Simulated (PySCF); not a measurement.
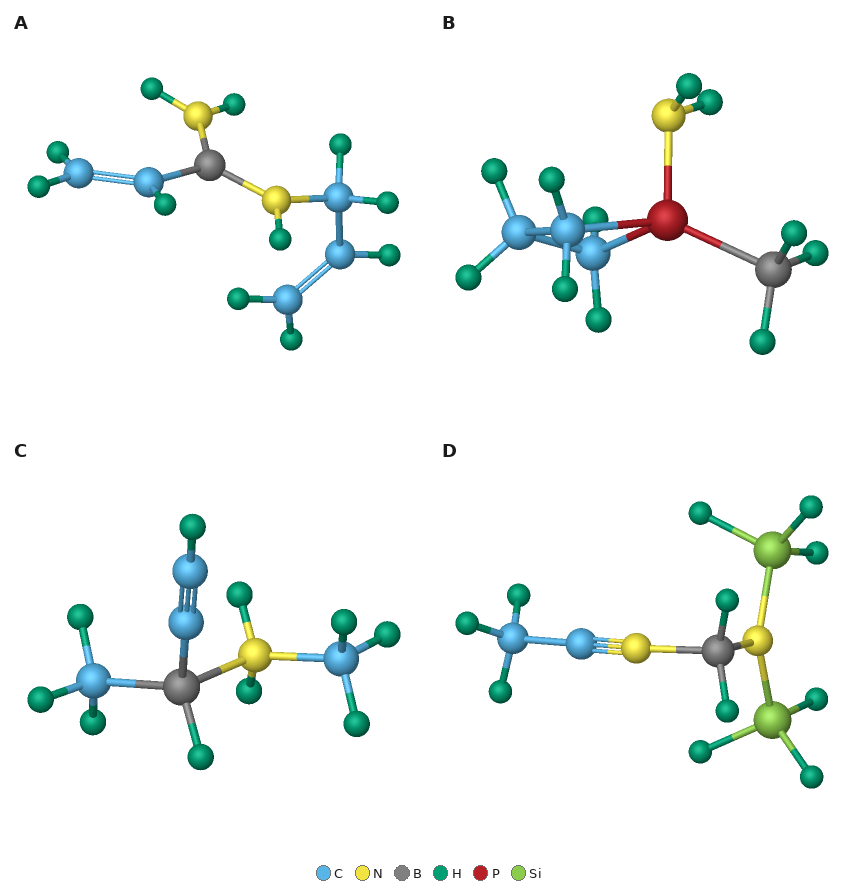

(Drawn from a calculation with PySCF.)

```xyz
19
charge 0, multiplicity 1
C     1.9928    1.1555   -1.2740
C     2.4791    0.1039   -0.6439
C     1.6498   -1.0270   -0.0898
N     0.2485   -0.9622   -0.4137
B    -0.7853   -0.3363    0.3141
N    -0.5551    0.2411    1.5718
C    -2.2242   -0.3219   -0.3202
C    -3.1965    0.5293   -0.0231
H     0.9332    1.2720   -1.4316
H     2.6272    1.9398   -1.6502
H     3.5441   -0.0037   -0.4808
H     1.7625   -1.0337    1.0007
H     2.0707   -1.9737   -0.4570
H     0.0550   -1.2654   -1.3547
H     0.3444    0.2965    2.0133
H    -1.2918    0.6416    2.1216
H    -2.4340   -1.0609   -1.0888
H    -3.0654    1.3048    0.7159
H    -4.1647    0.5094   -0.5019
```

Which picture belongs to the input above?

Answer. A. The file holds C5H11BN2, `C=CCNB(N)C=C`.
